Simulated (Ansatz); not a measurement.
Stretching the Ge1–H4 bond in GeH4O2 (SMILES [OH][GeH2][OH]) (multiplicity 1 held, fragments rigid). Energies count from the point at 1.534 Å.
Geometry at that point (charge 0, multiplicity 1):
```csv
atom,x (Å),y (Å),z (Å)
Ge,0.3388,-0.0657,0.0076
O,-0.4294,1.4326,0.6050
O,-0.9067,-1.1736,-0.6349
H,1.0267,-0.6379,1.2533
H,1.2437,0.1980,-1.2024
H,-0.8834,1.9237,-0.0877
H,-1.5407,-1.4539,0.0334
```

Restricted levels (R-, RO-) in cc, def2 and unpolarised 6-31G sets keep to the state of the molecule at rest. U- levels take the lowest unrestricted solution at each point, which mixes spins at long bonds. Active spaces are followed from a long bond inwards. Curves can end on different states.

Correlated levels freeze the cores. Filled d and f shells under p-block atoms count as core.

The values were computed with Ansatz (a program for electronic structure) with Gaussian orbitals. Each number belongs to the level named beside it.

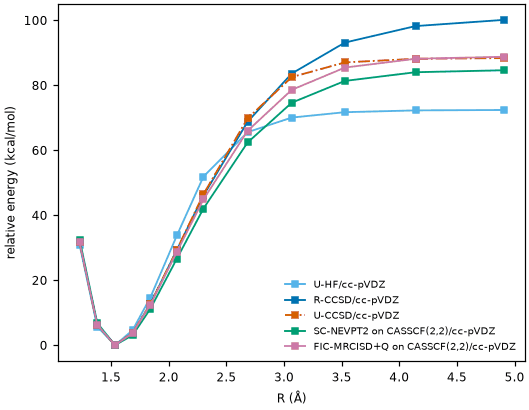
Fig. 1. Relative energy along the coordinate

Doubts at one or more of the structures used: a spin-contaminated determinant (U-HF/cc-pVDZ, U-CCSD/cc-pVDZ); a restricted determinant that unrestricted orbitals would lower (R-CCSD/cc-pVDZ); other coupled-cluster roots lie near (R-CCSD/cc-pVDZ); T1 above 0.05 (R-CCSD/cc-pVDZ, U-CCSD/cc-pVDZ).
